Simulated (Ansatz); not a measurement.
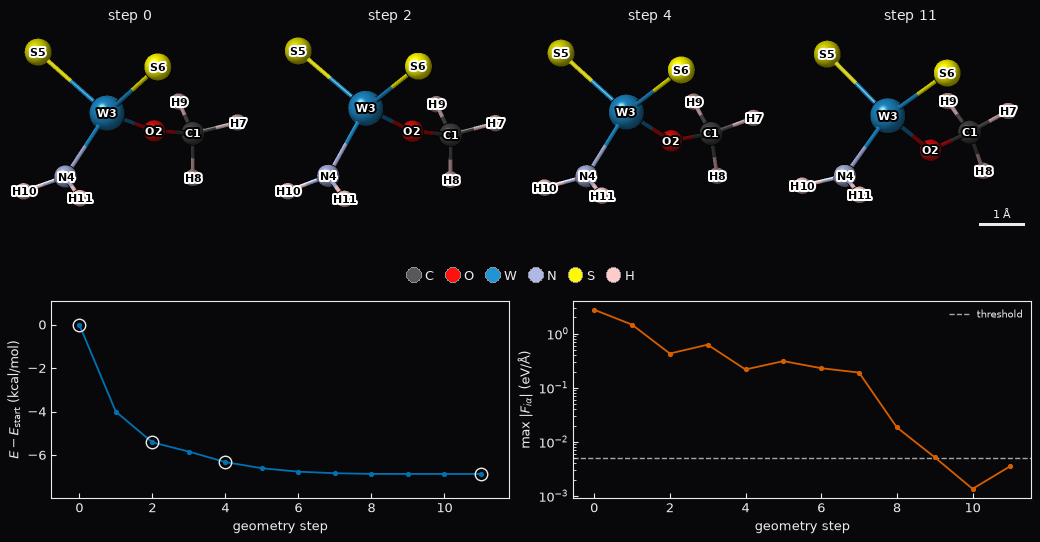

Frames of a relaxation of CH₅NOS₂W, marked on the history of the run. The picture is a ball-and-stick view, seen from a free direction.

The start comes from GFN2-xTB.

The calculation used Ansatz 0.2.0, RKS PBE0-D4/def2-TZVP. Set-up: force threshold 0.005 eV/Å; at most 150 steps.

### What happens along the run?

The atom that moves furthest after the best rigid fit is O2 (0.45 Å). By element the largest moves are O 0.45 Å, H 0.39 Å, S 0.33 Å, C 0.12 Å, W 0.06 Å, N 0.02 Å. Some distances before and after: W3–S5 2.187 → 2.131 Å, O2–W3 1.808 → 1.853 Å, W3–N4 1.965 → 1.926 Å, N4–H10 1.027 → 1.009 Å. Bond angles that change, for instance: C1–O2–W3 169.4° → 137.6°, O2–W3–N4 119.6° → 109.2°, H10–N4–H11 107.4° → 112.0°. Over 11 geometry steps the energy falls by 6.87 kcal/mol. Largest force component: 2.8 eV/Å at the start, 0.0036 eV/Å at the end. From step 0 to 2: H11 moves most (0.17 Å), energy −5.42 kcal/mol. From step 2 to 4: O2 moves most (0.22 Å), energy −0.91 kcal/mol. From step 4 to 11: O and H atoms move most (0.22 Å), energy −0.55 kcal/mol.

```
step  E − E(0), kcal/mol  largest force component, eV/Å
   0                0.00                         2.7812
   1               -4.00                         1.4743
   2               -5.42                         0.4303
   3               -5.85                         0.6273
   4               -6.33                         0.2183
   5               -6.61                         0.3119
   6               -6.77                         0.2305
   7               -6.84                         0.1914
   8               -6.87                         0.0185
   9               -6.87                         0.0052
  10               -6.87                         0.0014
  11               -6.87                         0.0036
```
